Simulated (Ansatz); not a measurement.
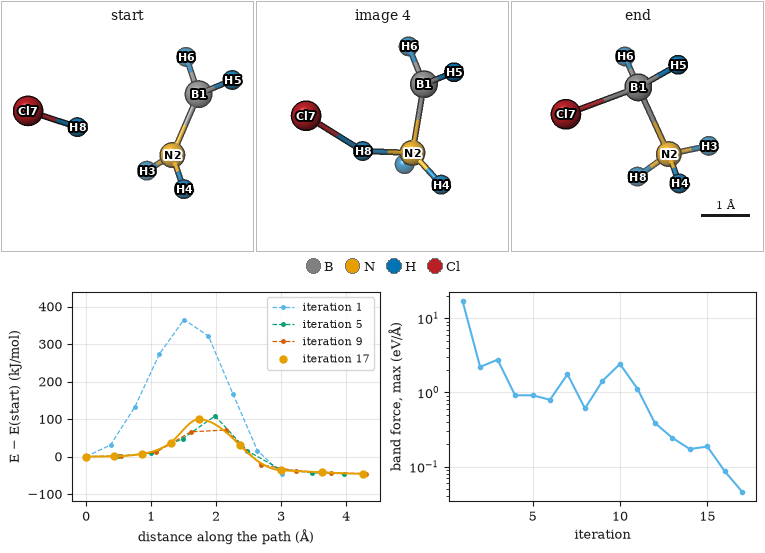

A nudged-elastic-band calculation for BNH$_{5}$Cl, made up of BNH4 and HCl. Images are numbered from 0 (start) to 8 (end). The plot follows the band through its iterations. Style: ball-and-stick. Shown at a tilt.

Computed with RHF/def2-SVP (Ansatz). Run with 7 movable images; climbing image; force threshold 0.05 eV/Å; iteration limit 60; starting path by straight interpolation.

### Did the band converge, and can the barrier be trusted?

The run is converged, with reservations. The band converged in 17 iterations. The largest component of the band force went from 17 to 0.046 eV/Å. The climbing image converged on the top of the path. Its curvatures weren't checked. The straight starting path can push atoms close together and costs iterations. The first iteration put the highest image at 365.4 kJ/mol. Forward barrier 99.4 kJ/mol, backward barrier 145.0 kJ/mol, with image 4 at the top; the reaction energy is −45.6 kJ/mol.

Limits of the set-up: the start holds two separate molecules, 2.4 Å apart at their closest, whose relative position is a soft coordinate and is computed without a dispersion correction; Hartree-Fock leaves out electron correlation.

Cost: 100 s on 1 thread of Arm Neoverse V1, on a shared host, peak memory 0.13 GiB.
